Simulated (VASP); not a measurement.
Band structure of Pb₂SeS (space group R-3m). Method: PBEsol GGA, VASP's PBE PAW potentials (set 64) (plane waves; VASP 6.6.1).

Unless said otherwise, spin-orbit coupling is left out, though it shifts the bands of the heavy elements here.

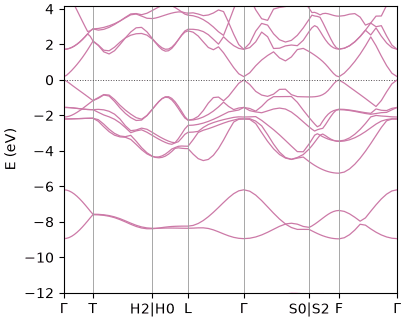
Fig. 1. Bands along high-symmetry lines, zero at the valence-band maximum or, without a gap, the Fermi level

**Question.** Read the plot: is there a gap, and where are the band edges?

**Answer.** The gap is indirect, 0.18 eV, from the valence maximum at Γ to the conduction minimum at F. (Edges off the drawn lines would not show.)

The structure comes from a computed database's Pb2SeS entry (R-3m); how it stands against other phases isn't given here. It was relaxed first.
